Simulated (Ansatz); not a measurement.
## Bands, cutoff and cost in G0W0 for WS2 (layered bulk) (P6_3/mmc)

Wanted: a G0W0 gap for WS2 (layered bulk) (P6_3/mmc) that is converged in bands and cutoff, or an estimate of the limit.

Main program and level: Ansatz 0.2.0; G0W0 on PBEsol, plane waves, PAW; PAW set soft_1.

**1. The starting structure**

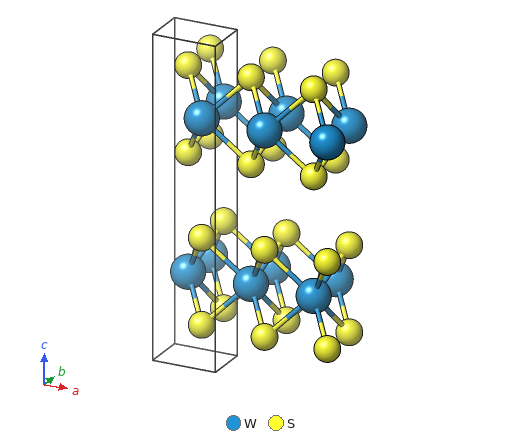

Start, viewed slightly off an axis; tungsten blue, sulfur yellow. 3×2×1 cells are drawn.

As a file:

```cif
data_structure
_symmetry_space_group_name_H-M 'P 1'
_symmetry_Int_Tables_number 1
_cell_length_a 3.1150
_cell_length_b 3.1150
_cell_length_c 11.7768
_cell_angle_alpha 90.000
_cell_angle_beta 90.000
_cell_angle_gamma 120.000
_cell_volume 98.96
loop_
_atom_site_label
_atom_site_type_symbol
_atom_site_fract_x
_atom_site_fract_y
_atom_site_fract_z
_atom_site_occupancy
W1 W 0.33333 0.66667 0.25000 1
S2 S 0.66667 0.33333 0.38351 1
S3 S 0.66667 0.33333 0.11649 1
W4 W 0.66667 0.33333 0.75000 1
S5 S 0.33333 0.66667 0.88351 1
S6 S 0.33333 0.66667 0.61649 1
```

The structure was relaxed with PBEsol-D3(BJ). The runs that relaxed it are not among those shown. Spin-orbit coupling is left out unless a step names it.

**2. 104 empty bands, screening to 60 eV**

G0W0 replaces the xc potential by the self-energy, built once from these orbitals. Only a window of levels is corrected, while the sums run over the empty bands that the input names. This step takes PAW set soft_1 files.

Contents of input.yaml:

```yaml
crystal:
  lattice:
    - [3.1149875803, 0.0, 0.0]
    - [-1.5574937902, 2.697658377, 0.0]
    - [0.0, 0.0, 11.7767699793]
  atoms:
    - { symbol: W, position: [0.3333333333, 0.6666666667, 0.25] }
    - { symbol: S, position: [0.6666666667, 0.3333333333, 0.3835053407] }
    - { symbol: S, position: [0.6666666667, 0.3333333333, 0.1164946593] }
    - { symbol: W, position: [0.6666666667, 0.3333333333, 0.75] }
    - { symbol: S, position: [0.3333333333, 0.6666666667, 0.8835053407] }
    - { symbol: S, position: [0.3333333333, 0.6666666667, 0.6164946593] }
kpoints:
  mp_grid: { grid: [9, 9, 2] }
hamiltonian:
  xc: pbesol
  pseudopotentials: { kind: paw, azcp: { folder: soft_1 }, xc_functional: pbe }
scf:
  occupations: { method: fixed }
gw:
  n_empty_bands: 104
  ecut_chi: 60
  qp_bands: [v2, c2]
  qp_kpoints: band_edges
  screening: { model: contour_deformation }
```

Run with:

```bash
$ ansatz run input.yaml --threads 3 --pin off --max-ram 92160MiB --backend cuda --events-out ev --progress --plain --runs-dir out --devices 1 --max-vram 13GiB
```

Numbers of over 12 decimals in the logs are rounded to 6 here.

Output:

```text
GPUs: using 1 of 1 available (devices: 1).
Engine: ansatz 0.2.0, x86_64-unknown-linux-gnu
Pseudopotentials: kind: paw
Pseudopotential: W, paw, valence charge 14, recommended cutoff 420 eV (normal), soft_1/W.paw.azcp
Pseudopotential: S, paw, valence charge 6, recommended cutoff 420 eV (normal), soft_1/S.paw.azcp
Functional definition: PBEsol
  exchange = pbesol_x
  correlation = pbesol_c
device memory: the entry about to start is reckoned to put 1.2 GiB on a device that reports 60.1 GiB free (of which the cap on the GPU budget leaves the run 13.0 GiB)
GPU FFT provider: cuFFT
GPU libraries: cuBLAS 13.8.2, cuFFT 12.4.0, cuSOLVER 12.3.4
Crystal: 6 atoms, lattice volume = 98.962 Å³
Basis set: ecut = 420 eV, 1923 PW (Γ)
Bands: 32, of which v1, the nominal top of the filled ones, is band 26 counted from 1 (25 counted from 0)
Symmetry: 24 space group operations
Space group: P63/mmc (ITA 194), of the structure as read, at distance tolerance 4.6e-5 Å
k-points: 24 of 162
Non-local potential: W, projectors of the file, l = 0: 3, l = 1: 2, l = 2: 2, l = 3: 1
Non-local potential: S, projectors of the file, l = 0: 2, l = 1: 2, l = 2: 1
PAW form: soft (Blöchl's): semilocal exchange-correlation on the pseudo side does not see the compensation charge
PAW frozen core: W, regenerated for the run's functional, and the local potential with it (the file was generated under x = pbe(κ = 0.804, μ = 0.219515), c = pbe(β = 0.066725))
PAW frozen core: S, regenerated for the run's functional, and the local potential with it (the file was generated under x = pbe(κ = 0.804, μ = 0.219515), c = pbe(β = 0.066725))
PAW one-centre angular grid: W, 590 points (default); XC on 64 Gauss nodes
PAW one-centre angular grid: S, 110 points (default); XC on 64 Gauss nodes
Initial density: superposition of atomic densities (chi_scale 0.1, normalization cell, long waves kept (reshape's long-wave potential 0.02 eV rms))
Initial wavefunctions: pseudopotential atomic-orbital guess
GPU buffer pool allocated for 46080 grid points (all kernels)
GPU transforms: local potential and band sums: pruned to the plane-wave sphere, on 24×24×80
Functional: x = pbesol(κ = 0.804, μ = 0.123457), c = pbesol(β = 0.046)
SCF iter   1: F=—  HF=-24061.088062 eV  |F-HF|=—  |Δ(HF+E_count)|=         —  Δρ=4.27e-2  dr2=3.55e0  ethr=3.10e-3  ⟨swp⟩=5.0  Hψ=3674  notcnv=0  defer=32
preconditioner: auto → Resta (q_TF=auto, 2.451 Å⁻¹)  ε∞=7.6  [insulator: Δε(μ)=0.717 eV  Ē_g=8.709 eV  n_scr=26 (ndim 8)  ℏωp=22.4 eV  f_vac=0.000  ε∞_Penn≈7.6]
SCF iter   2: F=—  HF=-24060.363632 eV  |F-HF|=—  |Δ(HF+E_count)|=   7.24e-1  Δρ=2.46e-2  dr2=9.84e-1  ethr=3.10e-3  ⟨swp⟩=2.5  Hψ=1239  notcnv=0  defer=79
SCF iter   3: F=—  HF=-24060.096423 eV  |F-HF|=—  |Δ(HF+E_count)|=   2.67e-1  Δρ=5.54e-3  dr2=6.22e-2  ethr=1.89e-3  ⟨swp⟩=2.8  Hψ=1268  notcnv=0  defer=80
SCF iter   4: F=—  HF=-24060.088302 eV  |F-HF|=—  |Δ(HF+E_count)|=   8.12e-3  Δρ=2.61e-3  dr2=7.94e-3  ethr=1.20e-4  ⟨swp⟩=2.7  Hψ=1292  notcnv=0  defer=96
SCF iter   5: F=—  HF=-24060.088584 eV  |F-HF|=—  |Δ(HF+E_count)|=   2.82e-4  Δρ=5.76e-4  dr2=1.19e-3  ethr=1.53e-5  ⟨swp⟩=2.6  Hψ=1178  notcnv=0  defer=94
SCF iter   6: F=—  HF=-24060.088598 eV  |F-HF|=—  |Δ(HF+E_count)|=   1.45e-5  Δρ=1.66e-4  dr2=4.01e-5  ethr=2.29e-6  ⟨swp⟩=2.0  Hψ=1145  notcnv=0  defer=94
SCF iter   7: F=—  HF=-24060.088631 eV  |F-HF|=—  |Δ(HF+E_count)|=   3.21e-5  Δρ=3.68e-5  dr2=1.58e-6  ethr=7.71e-8  ⟨swp⟩=2.0  Hψ=1194  notcnv=0  defer=82
SCF iter   8: F=-24060.088632 eV  HF=-24060.088632 eV  |F-HF|=7.20e-9  |Δ(HF+E_count)|=   1.90e-6  Δρ=5.82e-6  dr2=5.23e-8  ethr=1.92e-10  ⟨swp⟩=6.8  Hψ=4119  notcnv=0
SCF 1 converged in 8 iterations: F = -24060.088632 eV  dr2 = 5.23e-8
  greatest PAW one-centre occupation: 0.999 electrons in one spin orbital (limit 2), on the W atom at site 3 (counted from 0), in its partial waves of l = 0
device memory: the entry about to start is reckoned to put 1.2 GiB (of the 1.3 GiB reckoned in all, the device holds 0.1 GiB already) on a device that reports 59.8 GiB free (of which the cap on the GPU budget leaves the run 12.9 GiB)
NSCF: frozen V_eff on 24 k-points, pencils in batches of 32, up to order 128
the band table was solved once the SCF had ended and its energy, with any forces and stress, was formed, with the checks that follow a solve (3198 applications of the Hamiltonian). They found nothing against the state; the energy, forces and stress were not computed again (output.eigenvalues in the input reference)
device memory: the entry about to start is reckoned to put 3.9 GiB on a device that reports 59.7 GiB free (of which the cap on the GPU budget leaves the run 13.0 GiB)
NSCF: frozen V_eff on 24 k-points
G₀W₀ screening: q 1/24
[... further progress lines ...]
device memory: the entry about to start is reckoned to put 0.5 GiB on a device that reports 56.2 GiB free (of which the cap on the GPU budget leaves the run 13.0 GiB)
NSCF: frozen V_eff on 1 k-points
device memory: the entry about to start is reckoned to put 0.5 GiB on a device that reports 56.3 GiB free (of which the cap on the GPU budget leaves the run 13.0 GiB)
NSCF: frozen V_eff on 1 k-points
SCF converged after 8 iterations
Free energy (F): -24060.088632 eV
Harris-Foulkes:  -24060.088632 eV  (|F-HF|=7.20e-9)
Internal energy: -24060.088632 eV  (E = F + TS)
E sigma→0 (E₀):  -24060.088632 eV
Fermi energy:    12.978758 eV
--- Per-component energies (eV) ---
  E_band       = -317.848632
  E_kinetic    = 1274.566650
  E_local      = -3030.846879  (includes V_loc(G=0)·N_el)
  E_nonlocal   = 94.007199
  E_hartree    = 1254.868067
  E_xc         = -887.800496
  E_vxc        = -797.859312  (∫ρ·V_xc dr)
  E_paw        = -19271.705896  (= ΣΔE_a)
  E_vpaw       = -367.460089  (= ΣTr[D̂ρ^β])
  E_aug_tail   = 0.000308  (compensation charges beyond the density's cutoff)
  E_ewald      = -3493.869098
  E_core_change = 0.691513  (= ΣΔE_core)
  E_smearing   = -0.000000  (= −TS)
  E_closure    = -0.000000  (closes the sum)
  Σ components = -24060.088632   (vs F -24060.088632, Δ=0.00e0)
--- Band table (eV; the first three rows and the last of 24) ---
  k-point 0: bands = [... 22 lower, 10.6946, 11.3821, 11.7139, 12.9788, 15.1832, 15.1832, 15.2008, 15.2008, ... 2 higher]
  k-point 1: bands = [... 22 lower, 10.6438, 10.6438, 12.6680, 12.6680, 15.1732, 15.1732, 15.1732, 15.1732, ... 2 higher]
  k-point 2: bands = [... 22 lower, 10.6424, 11.4298, 11.7668, 12.4620, 14.8887, 14.9651, 15.0518, 15.1842, ... 2 higher]
  k-point 23: bands = [... 22 lower, 9.6195, 9.6195, 12.1127, 12.1127, 14.2429, 14.2429, 15.2483, 15.2483, ... 2 higher]
--- G₀W₀: contour deformation, 7 samples at zero and on the imaginary axis and 2 off it, 162 q-points, 104 empty bands' worth ---
  eigenvalues of the whole cell's RPA ε∞ on this k-mesh (on a slab, of 1 + 4πα/V) = 7.8754, 14.6438, 14.6438; static W/v taken at q = 0 is 0.082984
  bands read: the sum over 130 bands ends inside a degenerate multiplet in 1 slot, whose members it reads at an even weight; the widest, k=0: bands 130 to 131 (counted from 1) at 1/2 each
  gw.qp_kpoints: band_edges: 14 of 24 stored k-points solved, in 1 pass; an edge of the gap read off the rows below is read off those points alone
    valence top: of the k-points left out ik 11 came nearest to being solved in a further pass, in band 25 (counted from 1, as in the quasiparticle table): it holds the edge there only if its correction is more favourable than any solved in that band by at least 1.304 eV; those differ by 0.284 eV
    conduction bottom: of the k-points left out ik 14 came nearest to being solved in a further pass, in band 27 (counted from 1, as in the quasiparticle table): it holds the edge there only if its correction is more favourable than any solved in that band by at least 0.566 eV; those differ by 0.157 eV
    ik  band        ε_KS         Σx   Σc(E_QP)       V_xc       Z   E_QP_lin       E_QP  E_QP is
     0    25     11.7139   -18.8633     2.3282   -16.5993  0.7714    11.7780    11.7780  root
     0    26     12.9788   -19.5016     0.8463   -19.0507  0.7723    13.3732    13.3741  root
     0    27     15.1832   -13.9204    -3.5757   -18.2483  0.7604    15.9458    15.9354  root
     0    28     15.1832   -13.9204    -3.5757   -18.2483  0.7604    15.9458    15.9354  root
     1    25     12.6680   -19.2984     1.1703   -18.4571  0.7724    12.9961    12.9969  root
     1    26     12.6680   -19.2984     1.1703   -18.4571  0.7724    12.9961    12.9969  root
     1    27     15.1732   -13.7851    -3.7949   -18.4029  0.7692    16.0073    15.9961  root
     1    28     15.1732   -13.7851    -3.7949   -18.4029  0.7692    16.0073    15.9961  root
     2    25     11.7668   -18.9366     2.3237   -16.6830  0.7715    11.8368    11.8369  root
     2    26     12.4620   -19.2472     1.0780   -18.5239  0.7709    12.8157    12.8166  root
     2    27     14.8887   -13.8187    -3.6526   -18.2209  0.7654    15.6477    15.6382  root
     2    28     14.9651   -13.9315    -3.5360   -18.2189  0.7638    15.7261    15.7165  root
     3    25     12.3283   -19.2631     1.3184   -18.2539  0.7707    12.6367    12.6375  root
     3    26     12.3283   -19.2631     1.3184   -18.2539  0.7707    12.6367    12.6375  root
     3    27     15.0022   -13.8192    -3.7391   -18.3359  0.7670    15.7900    15.7798  root
     3    28     15.0022   -13.8192    -3.7391   -18.3359  0.7670    15.7900    15.7798  root
     4    25     11.2469   -18.9689     1.6079   -17.6503  0.7618    11.5351    11.5362  root
     4    26     11.4074   -19.1215     1.5853   -17.8251  0.7633    11.6954    11.6964  root
     4    27     14.1530   -13.4492    -3.5141   -17.6869  0.7764    14.8832    14.8766  root
     4    28     14.6626   -14.2954    -3.5862   -18.6589  0.7672    15.4491    15.4399  root
     6    25     10.7949   -19.7056     2.4006   -17.4621  0.7644    10.9517    10.9520  root
     6    26     11.0368   -19.0170     1.8079   -17.4664  0.7615    11.2932    11.2941  root
     6    27     14.4376   -13.8435    -3.7680   -18.3786  0.7731    15.2134    15.2046  root
     6    28     14.7574   -15.3183    -3.9071   -20.0814  0.7643    15.6261    15.6134  root
[...]
22    25     11.9701   -18.4494     0.9821   -17.7913  0.7729    12.2931    12.2940  root
    22    26     12.3210   -19.1234     0.8636   -18.6420  0.7734    12.7021    12.7031  root
    22    27     14.2426   -15.8554    -3.4108   -20.1272  0.7740    15.1129    15.1036  root
    22    28     14.2426   -15.8554    -3.4108   -20.1272  0.7740    15.1129    15.1036  root
    23    25     12.1127   -18.6383     0.9071   -18.0790  0.7734    12.4596    12.4606  root
    23    26     12.1127   -18.6383     0.9071   -18.0790  0.7734    12.4596    12.4606  root
    23    27     14.2429   -15.8637    -3.4111   -20.1359  0.7739    15.1133    15.1040  root
    23    28     14.2429   -15.8637    -3.4111   -20.1359  0.7739    15.1133    15.1040  root
```

Elapsed: 27 s, on 1 × NVIDIA H100 80GB HBM3 (shared by 6 runs) with 3 threads of AMD EPYC 7R13 (Zen 3), shared host; peak memory 1.2 GiB.

In the SCF lines HF is the Harris–Foulkes energy and dr2 the Hartree energy of the density residual, in eV; the loop may stop once dr2 is under the threshold and the program's other checks hold. Hψ counts applications of the Hamiltonian.

This step gave:

```yaml
bands_summed: 130
rpa_eps_infinity_on_this_mesh_eigenvalues: 7.875, 14.64, 14.64
plane_waves_in_the_screening_matrix: 93
q_points_in_the_mesh: 162
g0w0_gap_on_the_mesh: 1.095 eV
k_of_the_valence_top: 0, 0, 0
k_of_the_conduction_bottom: 0.1111, 0.2222, 0
starting_gap_on_the_mesh: 0.7871 eV
z_at_the_valence_top: 0.7723
z_at_the_conduction_bottom: 0.7802
least_direct_g0w0_gap_on_the_computed_points: 2.401 eV
```

The gap on the mesh goes from 0.79 eV to 1.10 eV, a correction of +0.31 eV. Between the two edge states, bare exchange in place of the xc potential would open the gap by 4.51 eV, and correlation takes back 4.20 eV.

**3. 412 empty bands, screening to 150 eV**

Bands and screening cutoff are moved together, since each hides the error of the other.

input.yaml, as its differences from that of step 2:

```diff
@@ -20,4 +20,4 @@
 gw:
-  n_empty_bands: 104
-  ecut_chi: 60
+  n_empty_bands: 412
+  ecut_chi: 150.0
   qp_bands: [v2, c2]
```

Output:

```text
GPUs: using 1 of 1 available (devices: 1).
[...]
GPU FFT provider: cuFFT
GPU libraries: cuBLAS 13.8.2, cuFFT 12.4.0, cuSOLVER 12.3.4
Crystal: 6 atoms, lattice volume = 98.962 Å³
Basis set: ecut = 420 eV, 1923 PW (Γ)
Bands: 32, of which v1, the nominal top of the filled ones, is band 26 counted from 1 (25 counted from 0)
Symmetry: 24 space group operations
[...]
k-points: 24 of 162
[...]
GPU buffer pool allocated for 46080 grid points (all kernels)
[...]
SCF iter   1: F=—  HF=-24061.088062 eV  |F-HF|=—  |Δ(HF+E_count)|=         —  Δρ=4.27e-2  dr2=3.55e0  ethr=3.10e-3  ⟨swp⟩=5.0  Hψ=3674  notcnv=0  defer=32
[...]
SCF iter   8: F=-24060.088632 eV  HF=-24060.088632 eV  |F-HF|=7.20e-9  |Δ(HF+E_count)|=   1.90e-6  Δρ=5.82e-6  dr2=5.23e-8  ethr=1.92e-10  ⟨swp⟩=6.8  Hψ=4119  notcnv=0
SCF 1 converged in 8 iterations: F = -24060.088632 eV  dr2 = 5.23e-8
[...]
NSCF: frozen V_eff on 24 k-points, pencils in batches of 32, up to order 128
[...]
NSCF: frozen V_eff on 24 k-points
G₀W₀ screening: q 1/24
[... further progress lines ...]
[...]
SCF converged after 8 iterations
Free energy (F): -24060.088632 eV
[...]
Internal energy: -24060.088632 eV  (E = F + TS)
E sigma→0 (E₀):  -24060.088632 eV
Fermi energy:    12.978758 eV
[...]
--- Band table (eV; the first three rows and the last of 24) ---
  k-point 0: bands = [... 22 lower, 10.6946, 11.3821, 11.7139, 12.9788, 15.1832, 15.1832, 15.2008, 15.2008, ... 2 higher]
  k-point 1: bands = [... 22 lower, 10.6438, 10.6438, 12.6680, 12.6680, 15.1732, 15.1732, 15.1732, 15.1732, ... 2 higher]
  k-point 2: bands = [... 22 lower, 10.6424, 11.4298, 11.7668, 12.4620, 14.8887, 14.9651, 15.0518, 15.1842, ... 2 higher]
  k-point 23: bands = [... 22 lower, 9.6195, 9.6195, 12.1127, 12.1127, 14.2429, 14.2429, 15.2483, 15.2483, ... 2 higher]
[...]
0    25     11.7139   -18.8633     1.7757   -16.5993  0.7643    11.2225    11.2255  root
     0    26     12.9788   -19.5016     0.2816   -19.0507  0.7634    12.8093    12.8095  root
     0    27     15.1832   -13.9204    -4.1168   -18.2483  0.7521    15.3950    15.3943  root
     0    28     15.1832   -13.9204    -4.1168   -18.2483  0.7521    15.3950    15.3943  root
     1    25     12.6680   -19.2984     0.6167   -18.4571  0.7640    12.4429    12.4433  root
     1    26     12.6680   -19.2984     0.6167   -18.4571  0.7640    12.4429    12.4433  root
     1    27     15.1732   -13.7851    -4.3176   -18.4029  0.7621    15.4748    15.4735  root
     1    28     15.1732   -13.7851    -4.3176   -18.4029  0.7621    15.4748    15.4735  root
[...]
23    25     12.1127   -18.6383     0.4146   -18.0790  0.7668    11.9679    11.9681  root
    23    26     12.1127   -18.6383     0.4146   -18.0790  0.7668    11.9679    11.9681  root
    23    27     14.2429   -15.8637    -3.9480   -20.1359  0.7652    14.5682    14.5671  root
    23    28     14.2429   -15.8637    -3.9480   -20.1359  0.7652    14.5682    14.5671  root
```

Elapsed: 1.9 min, on 1 × NVIDIA H100 80GB HBM3 (shared by 6 runs) with 3 threads; peak memory 2.3 GiB; 3.2 min of CPU time.

This step gave:

```yaml
bands_summed: 438
rpa_eps_infinity_on_this_mesh_eigenvalues: 7.809, 14.15, 14.15
plane_waves_in_the_screening_matrix: 413
q_points_in_the_mesh: 162
g0w0_gap_on_the_mesh: 1.197 eV
k_of_the_valence_top: 0, 0, 0
k_of_the_conduction_bottom: 0.1111, 0.2222, 0
starting_gap_on_the_mesh: 0.7871 eV
z_at_the_valence_top: 0.7634
z_at_the_conduction_bottom: 0.7732
least_direct_g0w0_gap_on_the_computed_points: 2.383 eV
```

Against the run with 9×9×2 mesh, 104 empty bands, screening to 60 eV, PAW set soft_1 files, the gap moves by +0.10 eV.

**4. Side by side**

Times are wall times on 1 × NVIDIA H100 80GB HBM3 (shared by 6 runs) with 3 threads of AMD EPYC 7R13 (Zen 3), shared host, good to a factor of about two.

```
 mesh           files            frequency  bands summed  cutoff (eV)  start (eV)  G0W0 (eV)     time  host memory (GiB)
9×9×2  PAW set soft_1  contour deformation           130           60       0.787      1.095     27 s                1.2
9×9×2  PAW set soft_1  contour deformation           438          150       0.787      1.197  1.9 min                2.3
```

The parts of the quasiparticle energy at the two band edges (eV; QP = start + Σx + Σc − Vxc):

```
      run               edge  start      Σx     Σc     Vxc     Z     QP
130 bands        valence top  12.98  -19.50   0.85  -19.05  0.77  13.37
130 bands  conduction bottom  13.77  -13.36  -3.36  -17.42  0.78  14.47
438 bands        valence top  12.98  -19.50   0.28  -19.05  0.76  12.81
438 bands  conduction bottom  13.77  -13.36  -3.82  -17.42  0.77  14.01
```

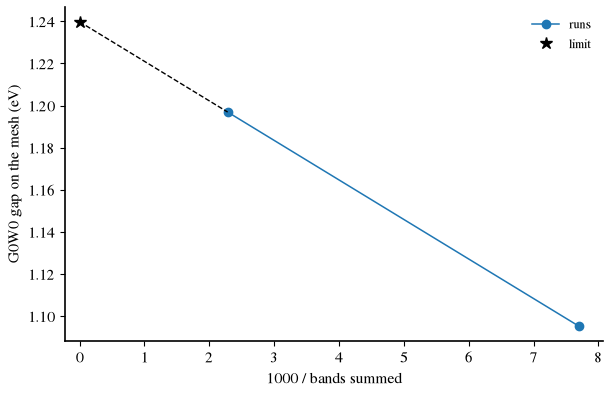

The gap against one over the number of bands; the dashed line carries the two highest rungs to the limit.

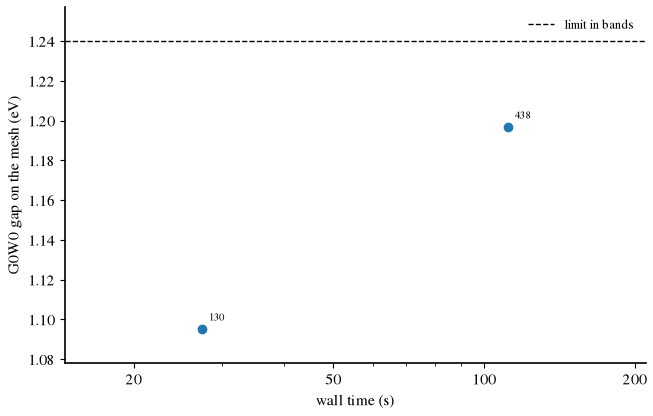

Result against wall time.

**5. Outcome**

| Item | Value |
| --- | --- |
| 130 bands, 60 eV | 1.095 eV |
| 438 bands, 150 eV | 1.197 eV |
| estimated limit in bands and cutoff | 1.24 eV |
| mesh and start | 9×9×2, PBEsol |

**Reading.** A line in one over the bands through the two rungs gives 1.24 eV, +0.04 eV from the top rung; with two points alone it is an unchecked estimate. The rungs stand 0.14 eV (130 bands) and 0.04 eV (438 bands) from it. From 130 to 438 bands the gap moves by +0.10 eV while the time grows 4.1-fold. Σc changes by −0.56 eV at the valence top and −0.46 eV at the conduction bottom, so the levels themselves move more than the gap between them. The 9×9×2 mesh misses a band edge: over a band path and its finer mesh (run apart) the PBEsol gap is 0.66 eV, so the G0W0 gap over the zone may lie about 0.13 eV below its value on the mesh. The 9×9×2 mesh is coarse for this cell (its supercell is 24 Å along the shortest edge). The RPA ε∞ on it, from the PBEsol start, is 7.81 and 14.15; such meshes misread the long-range screening, most where the gap is narrow. The many-body steps are scalar-relativistic: spin-orbit coupling is not in them.

[Paths, hosts, dates, memory and timing lines, banners, echoed tables and standing remarks are left out of the program output.]

[Logs are printed without paths, hosts, clocks, repeated set-up lines and the standing remarks that a program may print on its own settings, such as how far it seeks lower states.]

[Runs of the session that timed out or met a known fault of the program may be left out.]

[Cells called generated may have been cut or substituted from an entry of the Crystallography Open Database or the Materials Project.]

[Hosts, paths, dates, database ids (printed as entryN), source tags and the programs' standing remarks are cut or masked in the printed files.]
